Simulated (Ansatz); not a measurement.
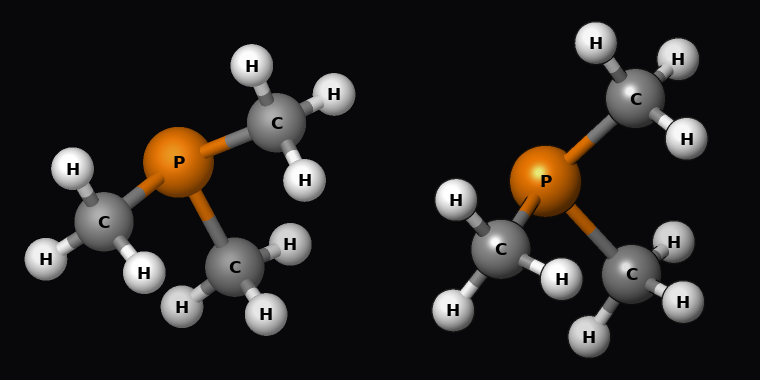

Two views of one molecule.

Computed geometry: PBE0-D4/def2-TZVP optimisation.

Describe the molecule.

The molecule is C₃H₉P. Its SMILES string is `CP(C)C`. It has no ring. This geometry has C3v symmetry. Coordination: 3 C tetrahedral; 1 P trigonal pyramidal.

More results for the same structure follow; atom numbers are the same in all pictures, views and colours differ.

## Levels of theory compared

Program: Ansatz 0.2.0.

Tabulate dipole (D), HOMO energy (eV) at these levels: B3LYP-D4/def2-TZVPP; PBE-D4/def2-TZVPP; r2SCAN-D4/def2-TZVPP; ωB97M-V/def2-TZVPP.

| level | dipole (D) | HOMO energy (eV) |
| --- | --- | --- |
| B3LYP-D4/def2-TZVPP | 1.18 | −6.13 |
| PBE-D4/def2-TZVPP | 1.22 | −5.19 |
| r2SCAN-D4/def2-TZVPP | 1.29 | −5.38 |
| ωB97M-V/def2-TZVPP | 1.18 | −8.48 |

## Vibrations

Harmonic vibrations computed with RKS PBE0-D4/def2-TZVP (Ansatz 0.2.0) at a stationary point of the same level.

> How many vibrational modes are there, and where do they lie?

33 modes: 185, 209, 209, 249, 249, 289, 667, 725, 725, 780, 832, 832, 954, 954, 967, 1302, 1302, 1324, 1446, 1450, 1450, 1462, 1462, 1471, 3034, 3036, 3036, 3122, 3122, 3122, 3138, 3138, 3138 cm⁻¹.

## Thermal motion

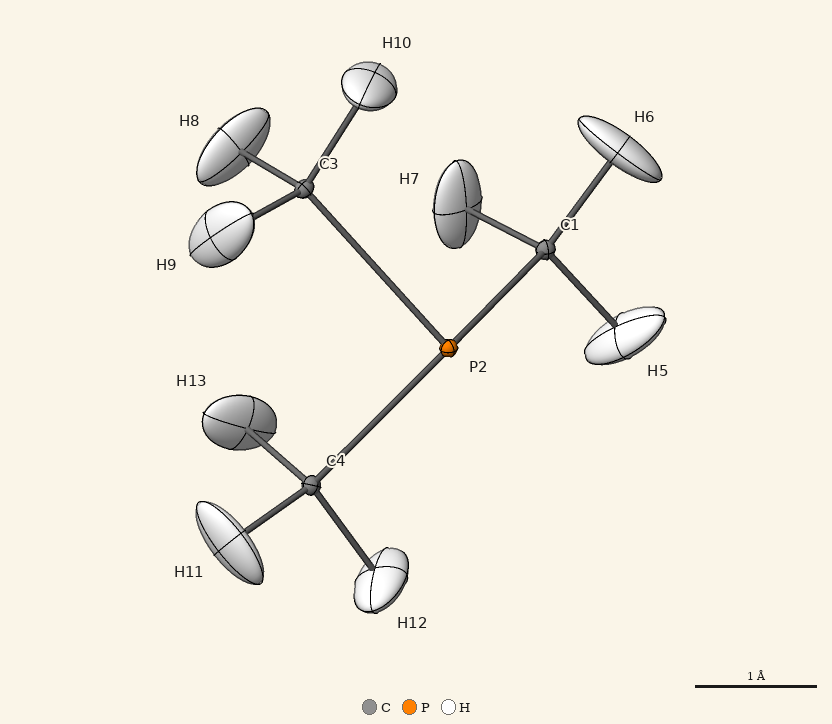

Displacement ellipsoids at the 50 % level, from the internal vibrations of the free molecule (harmonic, no overall translation or rotation; no half-axis is drawn under 0.075 Å). Vibrations computed with RKS PBE0-D4/def2-TZVP (Ansatz 0.2.0). Temperature: 298 K.

> Which atom moves most?

H5, H6, H9, H10, H11, H12, with U_eq = 0.0347 Å².

> Does H8 move more along its bond or across it?

Across it: the root-mean-square amplitude is 0.079 Å along the bond and up to 0.263 Å across, since bending and torsion are softer than stretching.

List U_eq and the three principal root-mean-square amplitudes for each kind of atom.

```csv
atom,U_eq (Å²),rms amplitudes (Å)
"C1, C3, C4",0.0024,"0.033, 0.053, 0.057"
P2,0.00089,"0.027, 0.027, 0.034"
"H5, H6, H9, H10…",0.0345,"0.087, 0.150, 0.271"
"H7, H8, H13",0.0330,"0.079, 0.155, 0.263"
```
